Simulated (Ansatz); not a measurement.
# CRu: geometry and frequencies at several levels

Wanted for CRu: geometry and frequencies at several levels.

Computed with Ansatz 0.2.0 (the levels named in each step, unless a step's input says otherwise).

**1. The system as given**

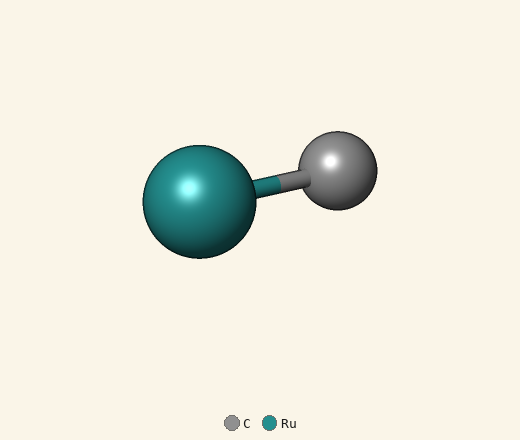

The starting structure, seen from a chosen angle (carbon grey, ruthenium teal).

As a file:

```xyz
2

C     0.0000    0.0000    0.0000
Ru    0.0000    0.0000    1.7590
```

**2. A rough first relaxation, PBE-D4/def2-SVP**

This run stands in another session on the same molecule. It ended at:

```xyz
2

C     0.0000    0.0000    0.0750
Ru    0.0000    0.0000    1.6840
```

**3. Relaxation, HF/def2-SVP**

File input.yaml:

```yaml
crystal:
  periodic: [false, false, false]
  atoms:
    - { symbol: C, position_ang: [0.0, 0.0, 0.07501815] }
    - { symbol: Ru, position_ang: [0.0, 0.0, 1.68398185] }
basis:
  gaussian: { orbitals: def2-SVP }
hamiltonian:
  xc: hf
relax:
  f_tol: 0.002
  max_steps: 150
```

On the command line:

```console
$ ansatz run input.yaml --threads 1 --pin off --max-ram 2560MiB --backend cpu --events-out ev --progress --plain --runs-dir out
```

Output (excerpt; [...] marks lines left out):

```text
Warning: RAYON_NUM_THREADS=1 ignored (pool sized by the plan → 1); use --threads N
[...]
Functional definition: HF
[...]
532 factors; integrals over basis functions are off by at most 1.4e-4 eV
[...]
mean field -3584.84813948 eV, -131.7407392287 hartree, gradient 2.3e-5 eV, S^2 0.000000; 0 other end points of the search recorded, 0 dependent functions left out
[...]
reference -3584.84813948 eV, -131.7407392287 hartree; 11, 11 occupied and 34, 34 virtual orbitals, 532 factors
relax step   1: F+E_penalty+E_count = -3584.84813948 eV  Δ(F+E_penalty+E_count) = +0.000e0 eV  max|allowed force component| = 4.395e0 eV/Å  Δτ_max = 0.0000 Å  (61 SCF iters, accepted)
[...]
relax step   4: F+E_penalty+E_count = -3585.01850276 eV  Δ(F+E_penalty+E_count) = -1.459e-4 eV  max|allowed force component| = 1.056e-1 eV/Å  Δτ_max = 0.0020 Å  (39 SCF iters, accepted)
[...]
relax step   5: F+E_penalty+E_count = -3585.01857936 eV  Δ(F+E_penalty+E_count) = -7.659e-5 eV  max|allowed force component| = 6.693e-5 eV/Å  Δτ_max = 0.0007 Å  (32 SCF iters, accepted)
532 factors; integrals over basis functions are off by at most 1.4e-4 eV
[...]
mean field -3585.01857936 eV, -131.7470027785 hartree, gradient 1.8e-5 eV, S^2 0.000000; 1 other end points of the search recorded, 0 dependent functions left out
[...]
reference -3585.01857936 eV, -131.7470027785 hartree; 11, 11 occupied and 34, 34 virtual orbitals, 532 factors
Total energy: -3585.01857936 eV, -131.7470027785 hartree
Atom 0 at     0.000000    -0.000000     0.111361 Å, force    -0.000000     0.000000     0.000067 eV/Å
Atom 1 at    -0.000000     0.000000     1.647639 Å, force     0.000000    -0.000000    -0.000067 eV/Å
Dipole moment:     0.000000    -0.000000     0.946821 e Å
```

It took 11 s on 1 thread of Intel Xeon at 2.50GHz (Skylake/Cascade Lake), shared host; peak memory 0.091 GiB.

Relaxation path:

```csv
step,energy from step 1 (eV),largest force component (eV/Å)
1,0.0000,4.3945
2,-0.1561,1.3998
3,-0.1702,0.1813
4,-0.1704,0.1056
5,-0.1704,0.0001
```

Step 1 is the start.

Before: Bond lengths: C1–Ru2 1.609 Å.

After: Bond lengths: C1–Ru2 1.536 Å.

**4. Frequencies, HF/def2-SVP**

File input.yaml:

```yaml
crystal:
  periodic: [false, false, false]
  atoms:
    - { symbol: C, position_ang: [0.0, 0.0, 0.11136095] }
    - { symbol: Ru, position_ang: [0.0, 0.0, 1.64763905] }
basis:
  gaussian: { orbitals: def2-SVP }
hamiltonian:
  xc: hf
phonons: {}
```

On the command line:

```console
$ ansatz run input.yaml --threads 1 --pin off --max-ram 2560MiB --backend cpu --events-out ev --progress --plain --runs-dir out
```

Output (excerpt; [...] marks lines left out):

```text
Warning: RAYON_NUM_THREADS=1 ignored (pool sized by the plan → 1); use --threads N
[...]
[... 1 set-up line as earlier in the session ...]
[...]
532 factors; integrals over basis functions are off by at most 1.4e-4 eV
[...]
mean field -3585.01857923 eV, -131.7470027740 hartree, gradient 2.0e-5 eV, S^2 0.000000; 0 other end points of the search recorded, 0 dependent functions left out
[...]
reference -3585.01857923 eV, -131.7470027740 hartree; 11, 11 occupied and 34, 34 virtual orbitals, 532 factors
[...]
532 factors; integrals over basis functions are off by at most 1.4e-4 eV
[...]
mean field -3585.01857923 eV, -131.7470027740 hartree, gradient 8.8e-7 eV, S^2 0.000000; 0 other end points of the search recorded, 0 dependent functions left out
[...]
reference -3585.01857923 eV, -131.7470027740 hartree; 11, 11 occupied and 34, 34 virtual orbitals, 532 factors
[...]
532 factors; integrals over basis functions are off by at most 1.4e-4 eV
[...]
532 factors; integrals over basis functions are off by at most 1.4e-4 eV
mean field -3585.01835129 eV, -131.7469943973 hartree, gradient 2.9e-6 eV, S^2 0.000000; 0 other end points of the search recorded, 0 dependent functions left out
[...]
reference -3585.01835129 eV, -131.7469943973 hartree; 11, 11 occupied and 34, 34 virtual orbitals, 532 factors
[...]
532 factors; integrals over basis functions are off by at most 1.4e-4 eV
mean field -3585.01834962 eV, -131.7469943359 hartree, gradient 2.7e-6 eV, S^2 0.000000; 0 other end points of the search recorded, 0 dependent functions left out
[...]
reference -3585.01834962 eV, -131.7469943359 hartree; 11, 11 occupied and 34, 34 virtual orbitals, 532 factors
Total energy: -3585.01857923 eV, -131.7470027740 hartree
Atom 0 at     0.000000     0.000000     0.111361 Å, force    -0.000000    -0.000000     0.000065 eV/Å
Atom 1 at     0.000000     0.000000     1.647639 Å, force     0.000000     0.000000    -0.000065 eV/Å
Dipole moment:     0.000000     0.000000     0.946821 e Å
Vibrations: 1361.78 cm⁻¹, zero-point energy 0.084420 eV
```

Run time: 21 s. Hardware: 1 thread of Intel Xeon at 2.50GHz (Skylake/Cascade Lake), shared host; peak memory 0.09 GiB.

Harmonic frequencies (cm⁻¹; negative: imaginary): 1362.

**5. Relaxation, LDA/def2-SVP**

File input.yaml:

```yaml
crystal:
  periodic: [false, false, false]
  atoms:
    - { symbol: C, position_ang: [0.0, 0.0, 0.07501815] }
    - { symbol: Ru, position_ang: [0.0, 0.0, 1.68398185] }
basis:
  gaussian: { orbitals: def2-SVP }
hamiltonian:
  xc: lda
relax:
  f_tol: 0.002
  max_steps: 150
```

On the command line:

```console
$ ansatz run input.yaml --threads 1 --pin off --max-ram 2560MiB --backend cpu --events-out ev --progress --plain --runs-dir out
```

Output (excerpt; [...] marks lines left out):

```text
Warning: RAYON_NUM_THREADS=1 ignored (pool sized by the plan → 1); use --threads N
[...]
Functional definition: SPW92
[...]
457 factors; their error is unknown
[...]
mean field -3599.93502272 eV, -132.2951719612 hartree, gradient 1.0e-5 eV, S^2 0.000000; 6 other end points of the search recorded, 0 dependent functions left out
[...]
reference -3599.93506756 eV, -132.2951736090 hartree; 11, 11 occupied and 34, 34 virtual orbitals, 457 factors
relax step   1: F+E_penalty+E_count = -3599.93502272 eV  Δ(F+E_penalty+E_count) = +0.000e0 eV  max|allowed force component| = 7.686e-1 eV/Å  Δτ_max = 0.0000 Å  (254 SCF iters, accepted)
[...]
relax step   4: F+E_penalty+E_count = -3599.94041332 eV  Δ(F+E_penalty+E_count) = -1.241e-7 eV  max|allowed force component| = 4.285e-3 eV/Å  Δτ_max = 0.0001 Å  (20 SCF iters, accepted)
[...]
relax step   5: F+E_penalty+E_count = -3599.94041348 eV  Δ(F+E_penalty+E_count) = -1.600e-7 eV  max|allowed force component| = 1.329e-6 eV/Å  Δτ_max = 0.0000 Å  (20 SCF iters, accepted)
457 factors; their error is unknown
[...]
mean field -3599.94041348 eV, -132.2953700682 hartree, gradient 8.8e-6 eV, S^2 0.000000; 5 other end points of the search recorded, 0 dependent functions left out
[...]
reference -3599.94045822 eV, -132.2953717123 hartree; 11, 11 occupied and 34, 34 virtual orbitals, 457 factors
Total energy: -3599.94045822 eV, -132.2953717123 hartree
Atom 0 at     0.000000     0.000000     0.081949 Å, force    -0.000000    -0.000000     0.000001 eV/Å
Atom 1 at    -0.000000    -0.000000     1.677051 Å, force     0.000000     0.000000    -0.000001 eV/Å
Dipole moment:    -0.000000    -0.000000     0.790975 e Å
```

Wall time 13 s (1 thread of Intel Xeon at 2.50GHz (Skylake/Cascade Lake), shared host); peak memory 0.1 GiB.

Step by step:

| step | E - E(step 1) (eV) | largest force component (eV/Å) |
| --- | --- | --- |
| 1 | 0.0000 | 0.7686 |
| 2 | -0.0048 | 0.2654 |
| 3 | -0.0054 | 0.0057 |
| 4 | -0.0054 | 0.0043 |
| 5 | -0.0054 | 0.0000 |

Step 1 is the start.

Before: Bond lengths: C1–Ru2 1.609 Å.

After: Bond lengths: C1–Ru2 1.595 Å.

**6. Frequencies, LDA/def2-SVP**

File input.yaml:

```yaml
crystal:
  periodic: [false, false, false]
  atoms:
    - { symbol: C, position_ang: [0.0, 0.0, 0.0819486] }
    - { symbol: Ru, position_ang: [0.0, 0.0, 1.6770514] }
basis:
  gaussian: { orbitals: def2-SVP }
hamiltonian:
  xc: lda
phonons: {}
```

On the command line:

```console
$ ansatz run input.yaml --threads 1 --pin off --max-ram 2560MiB --backend cpu --events-out ev --progress --plain --runs-dir out
```

Output (excerpt; [...] marks lines left out):

```text
Warning: RAYON_NUM_THREADS=1 ignored (pool sized by the plan → 1); use --threads N
[...]
[... 1 set-up line as earlier in the session ...]
[...]
457 factors; their error is unknown
[...]
mean field -3599.94041348 eV, -132.2953700682 hartree, gradient 1.0e-5 eV, S^2 0.000000; 6 other end points of the search recorded, 0 dependent functions left out
[...]
reference -3599.94045822 eV, -132.2953717123 hartree; 11, 11 occupied and 34, 34 virtual orbitals, 457 factors
[...]
457 factors; their error is unknown
mean field -3599.94041348 eV, -132.2953700682 hartree, gradient 8.0e-7 eV, S^2 0.000000; 0 other end points of the search recorded, 0 dependent functions left out
[...]
reference -3599.94045822 eV, -132.2953717123 hartree; 11, 11 occupied and 34, 34 virtual orbitals, 457 factors
[...]
457 factors; their error is unknown
[...]
reference -3599.94045822 eV, -132.2953717123 hartree; 11, 11 occupied and 34, 34 virtual orbitals, 457 factors
[...]
457 factors; their error is unknown
[...]
mean field -3599.94023465 eV, -132.2953634963 hartree, gradient 8.1e-7 eV, S^2 0.000000; 0 other end points of the search recorded, 0 dependent functions left out
[...]
reference -3599.94027941 eV, -132.2953651412 hartree; 11, 11 occupied and 34, 34 virtual orbitals, 457 factors
[...]
457 factors; their error is unknown
mean field -3599.94023316 eV, -132.2953634415 hartree, gradient 7.9e-7 eV, S^2 0.000000; 0 other end points of the search recorded, 0 dependent functions left out
[...]
reference -3599.94027788 eV, -132.2953650850 hartree; 11, 11 occupied and 34, 34 virtual orbitals, 457 factors
Total energy: -3599.94045822 eV, -132.2953717123 hartree
Atom 0 at     0.000000     0.000000     0.081949 Å, force    -0.000000    -0.000000     0.000001 eV/Å
Atom 1 at     0.000000     0.000000     1.677051 Å, force     0.000000     0.000000    -0.000001 eV/Å
Dipole moment:    -0.000000    -0.000000     0.790975 e Å
Vibrations: 1206.58 cm⁻¹, zero-point energy 0.074799 eV
```

It took 15 s on 1 thread of Intel Xeon at 2.50GHz (Skylake/Cascade Lake), shared host; peak memory 0.099 GiB.

Harmonic frequencies (cm⁻¹; negative: imaginary): 1207.

**7. Relaxation, PBE-D4/def2-SVP**

File input.yaml:

```yaml
crystal:
  periodic: [false, false, false]
  atoms:
    - { symbol: C, position_ang: [0.0, 0.0, 0.07501815] }
    - { symbol: Ru, position_ang: [0.0, 0.0, 1.68398185] }
basis:
  gaussian: { orbitals: def2-SVP }
hamiltonian:
  xc: pbe
  dispersion: d4
relax:
  f_tol: 0.002
  max_steps: 150
```

On the command line:

```console
$ ansatz run input.yaml --threads 1 --pin off --max-ram 2560MiB --backend cpu --events-out ev --progress --plain --runs-dir out
```

Output (excerpt; [...] marks lines left out):

```text
Warning: RAYON_NUM_THREADS=1 ignored (pool sized by the plan → 1); use --threads N
[...]
Functional definition: PBE
[...]
457 factors; their error is unknown
[...]
mean field -3613.63131033 eV, -132.7985012473 hartree, gradient 8.1e-6 eV, S^2 0.000000; 6 other end points of the search recorded, 0 dependent functions left out
[...]
reference -3613.63135727 eV, -132.7985029725 hartree; 11, 11 occupied and 34, 34 virtual orbitals, 457 factors
relax step   1: F+E_penalty+E_count = -3613.67009818 eV  Δ(F+E_penalty+E_count) = +0.000e0 eV  max|allowed force component| = 1.641e-2 eV/Å  Δτ_max = 0.0000 Å  (281 SCF iters, accepted)
[...]
relax step   2: F+E_penalty+E_count = -3613.67010036 eV  Δ(F+E_penalty+E_count) = -2.182e-6 eV  max|allowed force component| = 5.836e-3 eV/Å  Δτ_max = 0.0001 Å  (20 SCF iters, accepted)
[...]
relax step   3: F+E_penalty+E_count = -3613.67010068 eV  Δ(F+E_penalty+E_count) = -3.154e-7 eV  max|allowed force component| = 4.737e-6 eV/Å  Δτ_max = 0.0001 Å  (20 SCF iters, accepted)
457 factors; their error is unknown
[...]
mean field -3613.63131149 eV, -132.7985012900 hartree, gradient 1.1e-5 eV, S^2 0.000000; 7 other end points of the search recorded, 0 dependent functions left out
[...]
reference -3613.63135843 eV, -132.7985030151 hartree; 11, 11 occupied and 34, 34 virtual orbitals, 457 factors
Total energy: -3613.67014762 eV, -132.7999284915 hartree
Atom 0 at     0.000000     0.000000     0.075170 Å, force     0.000000     0.000000    -0.000005 eV/Å
Atom 1 at    -0.000000    -0.000000     1.683830 Å, force    -0.000000    -0.000000     0.000005 eV/Å
Dipole moment:    -0.000000     0.000000     0.817791 e Å
```

Wall time 19 s (1 thread of Intel Xeon at 2.50GHz (Skylake/Cascade Lake), shared host); peak memory 0.1 GiB.

Step by step:

| step | E - E(step 1) (eV) | largest force component (eV/Å) |
| --- | --- | --- |
| 1 | 0.0000 | 0.0164 |
| 2 | 0.0000 | 0.0058 |
| 3 | 0.0000 | 0.0000 |

Step 1 is the start.

Before: Bond lengths: C1–Ru2 1.609 Å.

After: Bond lengths: C1–Ru2 1.609 Å.

**8. Frequencies, PBE-D4/def2-SVP**

File input.yaml:

```yaml
crystal:
  periodic: [false, false, false]
  atoms:
    - { symbol: C, position_ang: [0.0, 0.0, 0.07517034] }
    - { symbol: Ru, position_ang: [0.0, 0.0, 1.68382966] }
basis:
  gaussian: { orbitals: def2-SVP }
hamiltonian:
  xc: pbe
  dispersion: d4
phonons: {}
```

On the command line:

```console
$ ansatz run input.yaml --threads 1 --pin off --max-ram 2560MiB --backend cpu --events-out ev --progress --plain --runs-dir out
```

Output (excerpt; [...] marks lines left out):

```text
Warning: RAYON_NUM_THREADS=1 ignored (pool sized by the plan → 1); use --threads N
[...]
[... 1 set-up line as earlier in the session ...]
[...]
457 factors; their error is unknown
[...]
mean field -3613.63131149 eV, -132.7985012900 hartree, gradient 8.3e-6 eV, S^2 0.000000; 6 other end points of the search recorded, 0 dependent functions left out
[...]
reference -3613.63135843 eV, -132.7985030151 hartree; 11, 11 occupied and 34, 34 virtual orbitals, 457 factors
[...]
457 factors; their error is unknown
[...]
mean field -3613.63131150 eV, -132.7985012903 hartree, gradient 8.3e-7 eV, S^2 0.000000; 0 other end points of the search recorded, 0 dependent functions left out
[...]
reference -3613.63135844 eV, -132.7985030154 hartree; 11, 11 occupied and 34, 34 virtual orbitals, 457 factors
[...]
457 factors; their error is unknown
[...]
reference -3613.63135844 eV, -132.7985030154 hartree; 11, 11 occupied and 34, 34 virtual orbitals, 457 factors
[...]
457 factors; their error is unknown
mean field -3613.63115450 eV, -132.7984955206 hartree, gradient 8.4e-7 eV, S^2 0.000000; 0 other end points of the search recorded, 0 dependent functions left out
[...]
reference -3613.63120146 eV, -132.7984972465 hartree; 11, 11 occupied and 34, 34 virtual orbitals, 457 factors
[...]
457 factors; their error is unknown
mean field -3613.63113105 eV, -132.7984946590 hartree, gradient 8.2e-7 eV, S^2 0.000000; 0 other end points of the search recorded, 0 dependent functions left out
[...]
reference -3613.63117797 eV, -132.7984963834 hartree; 11, 11 occupied and 34, 34 virtual orbitals, 457 factors
Total energy: -3613.67014762 eV, -132.7999284915 hartree
Atom 0 at     0.000000     0.000000     0.075170 Å, force     0.000000     0.000000    -0.000006 eV/Å
Atom 1 at     0.000000     0.000000     1.683830 Å, force    -0.000000    -0.000000     0.000006 eV/Å
Dipole moment:    -0.000000     0.000000     0.817791 e Å
Vibrations: 1169.39 cm⁻¹, zero-point energy 0.072493 eV
```

Run time: 25 s. Hardware: 1 thread of Intel Xeon at 2.50GHz (Skylake/Cascade Lake), shared host; peak memory 0.1 GiB.

Harmonic frequencies (cm⁻¹; negative: imaginary): 1169.

**9. Geometries side by side**

| level | C1–Ru2 (Å) | rotational constants (MHz) | dipole (D) | highest frequency (cm⁻¹) | CPU time |
| --- | --- | --- | --- | --- | --- |
| HF/def2-SVP | 1.5363 | 19945 | 4.55 | 1362 | 9.3 s |
| LDA/def2-SVP | 1.5951 | 18501 | 3.80 | 1207 | 9.7 s |
| PBE-D4/def2-SVP | 1.6087 | 18191 | 3.93 | 1169 | 14 s |

Constants are for the commonest isotopes at the equilibrium geometry; times are CPU times of the relaxations.

**10. Summary of results**

| quantity | value |
| --- | --- |
| C1–Ru2 at PBE-D4/def2-SVP | 1.609 Å |
| frequencies at PBE-D4/def2-SVP | 1169 cm⁻¹ |

In words: The C–Ru distance spreads over 0.072 Å, from HF/def2-SVP (shortest) to PBE-D4/def2-SVP. No mode is imaginary, so the geometry is a minimum. Heavy atoms carry effective core potentials in def2 sets, and spin-orbit coupling is left out.
